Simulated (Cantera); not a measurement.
Input: 1 mol SiH₄, 0.97 mol HCl, 420 mol H₂, 0.00084 mol HF, equilibrated at 0.0540 bar.

Equilibrium computed with Cantera from the NASA thermochemical tables; the gas is ideal and each condensed phase is pure. Candidate condensed phases: Si; 37 gas species. Gases not in the tables: Si₂H₆ and higher silanes. The numbers say what is thermodynamically allowed, not how fast it happens.

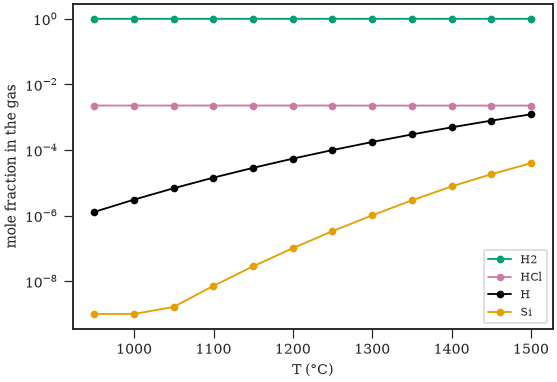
Fig. 1. Equilibrium gas composition (values under 1e-9 drawn at 1e-9)

From 950 °C to 1400 °C the condensed part is Si(s). From 1450 °C to 1500 °C the condensed part is Si(l). The main Si-bearing gas is SiCl₂ at 950 °C and Si at 1500 °C.
